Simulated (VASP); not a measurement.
Band structure of ZnO (wurtzite). Computed with MS2 meta-GGA, VASP's PBE PAW potentials (set 64) (plane waves; VASP 6.6.1).

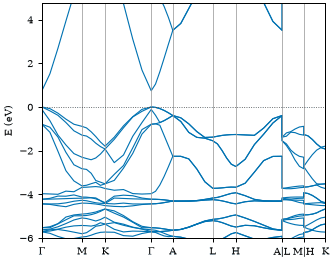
Fig. 1. Bands along high-symmetry lines, zero at the valence-band maximum or, without a gap, the Fermi level

Task: Read the plot: is there a gap, and where are the band edges?

Result: The gap is direct, 0.74 eV, from the valence maximum at Γ to the conduction minimum at Γ.

Measured: gap 3.60 eV (computed value off by -2.86 eV), as given by Wei Chen et al., Physical Review Materials (2018), doi:10.1103/physrevmaterials.2.073803 [zero-point renormalisation of 0.16 eV added back (the table's ZPR column)].

The compound is ZnO in the wurtzite structure. It was relaxed first.
